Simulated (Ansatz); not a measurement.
# [BF4]− (tetrafluoroborate) at CAM-B3LYP/aug-cc-pVDZ

What is the vertical ionisation energy of [BF4]− (tetrafluoroborate) at CAM-B3LYP/aug-cc-pVDZ? 

Program for the calculation: Ansatz 0.2.0.

### 1 The structure to begin with

[BF4]−: 5 atoms, total charge -1, spin state singlet. As SMILES, `F[B-](F)(F)F`. Geometry: relaxed at PBE0-D4/def2-TZVPD.

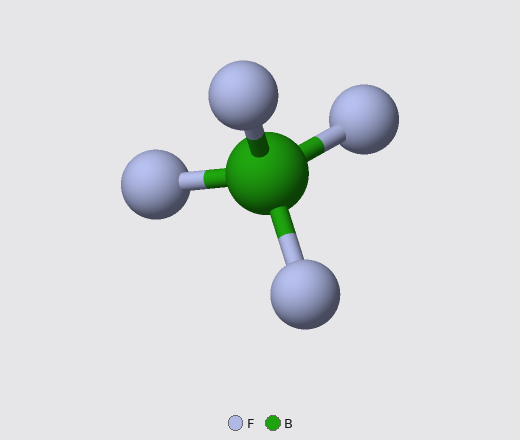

Viewed from a chosen angle; fluorine light blue, boron green.

### 2 The energy at CAM-B3LYP/aug-cc-pVDZ

input.yaml

```yaml
crystal:
  periodic: [false, false, false]
  atoms:
    - {symbol: F, position_ang: [-0.057100, -0.040200, 1.404000]}
    - {symbol: B, position_ang: [0.000000, 0.000000, 0.000100]}
    - {symbol: F, position_ang: [0.948900, -0.931000, -0.457200]}
    - {symbol: F, position_ang: [-1.262500, -0.319100, -0.529700]}
    - {symbol: F, position_ang: [0.370700, 1.290300, -0.417200]}
basis:
  gaussian: {orbitals: aug-cc-pVDZ}
total_charge: -1
hamiltonian: {xc: {name: CAM-B3LYP}}
accuracy: high
output: {orbitals: {seedname: orbitals}}
```

Run with:

```sh
$ ansatz run input.yaml --threads 1 --pin off --max-ram 3480MiB --events-out events.jsonl --progress --plain --runs-dir runs
```

Output:

```text
Warning: RAYON_NUM_THREADS=1 ignored (pool sized by the plan → 1); use --threads N
Functional definition: CAM-B3LYP
  name "CAM-B3LYP"
  parameter alpha = 0.19
  parameter beta = 0.46
  parameter omega = 0.33/bohr
  parameter ac = 0.81
  exchange = (1 - alpha - beta)*b88_x + beta*b88_x_sr(omega) + alpha*exact_x + beta*exact_x_lr(omega)
  correlation = (1 - ac)*vwn5_c + ac*lyp_c
2347 factors; integrals over basis functions are off by at most 2.7e-9 eV
460 factors; integrals over basis functions are off by at most 1.7e-9 eV
mean field evaluation 1: about -11549.9424 eV, gradient 2.3e1 eV
mean field evaluation 2: about -11550.1725 eV, gradient 2.3e1 eV
mean field evaluation 4: about -11550.9212 eV, gradient 6.7e-1 eV
mean field evaluation 8: about -11551.0050 eV, gradient 3.8e-3 eV
mean field evaluation 16: about -11551.0050 eV, gradient 2.9e-7 eV
mean field -11551.00503944 eV, -424.4916056470 hartree, gradient 6.9e-8 eV, S^2 0.000000; 0 other end points of the search recorded, 0 dependent functions left out
reference -11551.00505799 eV, -424.4916063287 hartree; 21, 21 occupied and 94, 94 virtual orbitals, 2347 factors
Total energy: -11551.00505799 eV, -424.4916063287 hartree
```

Wall time 4.5 s (1 thread of AMD EPYC 9R45 (Zen 5), shared host); peak memory 0.48 GiB.

### 3 Doublet neutral BF4

in.yaml

```yaml
crystal:
  periodic: [false, false, false]
  atoms:
    - {symbol: F, position_ang: [-0.057100, -0.040200, 1.404000]}
    - {symbol: B, position_ang: [0.000000, 0.000000, 0.000100]}
    - {symbol: F, position_ang: [0.948900, -0.931000, -0.457200]}
    - {symbol: F, position_ang: [-1.262500, -0.319100, -0.529700]}
    - {symbol: F, position_ang: [0.370700, 1.290300, -0.417200]}
basis:
  gaussian:
    orbitals: aug-cc-pVDZ
output: {orbitals: {seedname: orbitals}}
magnetization:
  spin_polarized: true
  initial_magnetization: 1
accuracy: high
hamiltonian:
  xc: {name: CAM-B3LYP}
```

Run with:

```sh
$ ansatz run in.yaml --threads 1 --pin off --max-ram 3480MiB --events-out events.jsonl --progress --plain --runs-dir runs
```

Output, shortened:

```text
Warning: RAYON_NUM_THREADS=1 ignored (pool sized by the plan → 1); use --threads N
[... 2 set-up lines as earlier in the session ...]
[...]
2347 factors; integrals over basis functions are off by at most 2.8e-9 eV
460 factors; integrals over basis functions are off by at most 1.7e-9 eV
[...]
mean field -11543.26924170 eV, -424.2073203236 hartree, gradient 5.3e-8 eV, S^2 0.756061; 6 other end points of the search recorded, 0 dependent functions left out
reference -11543.26926161 eV, -424.2073210553 hartree; 21, 20 occupied and 94, 95 virtual orbitals, 2347 factors
Total energy: -11543.26926161 eV, -424.2073210553 hartree
```

Run time: 19 s. Hardware: 1 thread of AMD EPYC 9R45 (Zen 5), shared host; peak memory 0.63 GiB.

### 4 Outcome

Level: CAM-B3LYP/aug-cc-pVDZ.

```
                                                             quantity          value
                                         singlet [BF4]−: total energy  -424.49161 Eh
                                          singlet [BF4]−: HOMO energy       -6.37 eV
                                          singlet [BF4]−: LUMO energy        4.57 eV
singlet [BF4]−: HOMO–LUMO gap (to an unbound level, set by the basis)       10.94 eV
                                    doublet neutral BF4: total energy  -424.20732 Eh
              doublet neutral BF4: HOMO energy (highest over α and β)      -13.67 eV
               doublet neutral BF4: LUMO energy (lowest over α and β)       -9.16 eV
                                            doublet neutral BF4: ⟨S²⟩          0.756
                  vertical detachment energy (to the doublet neutral)       7.736 eV
```

What this shows: The vertical ionisation energy comes to 7.74 eV (178 kcal/mol). −ε(HOMO) before ionisation, 6.37 eV, is 1.37 eV below this ionisation energy.
